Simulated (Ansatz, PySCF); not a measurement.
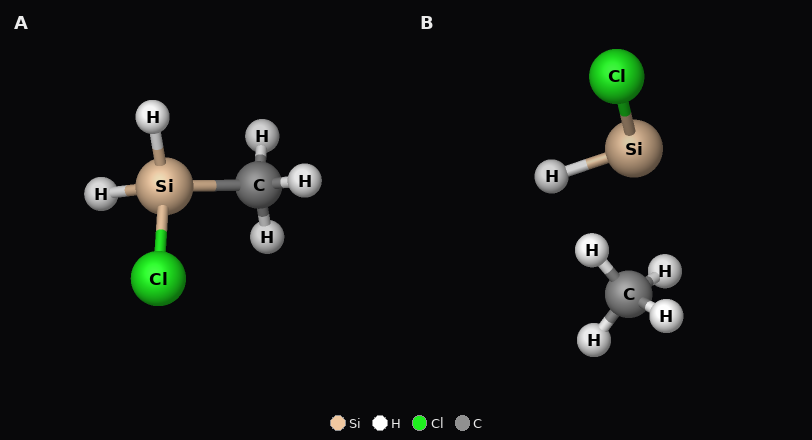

2 stationary structures of one formula. Geometries: PBE0-D4/def2-TZVP. Electronic energies: CCSD(T)/CBS (MP2 limit from def2-TZVPP and def2-QZVPP plus CCSD(T) − MP2) (Ansatz 0.2.0), without zero-point energy. No frequency run is at hand to confirm each as a minimum. Each is one conformer, not always the lowest.

Question: Which structure is the most stable?

Answer: A is lowest (Cs, a minimum); B lies 45.9 kcal/mol above it (C1).
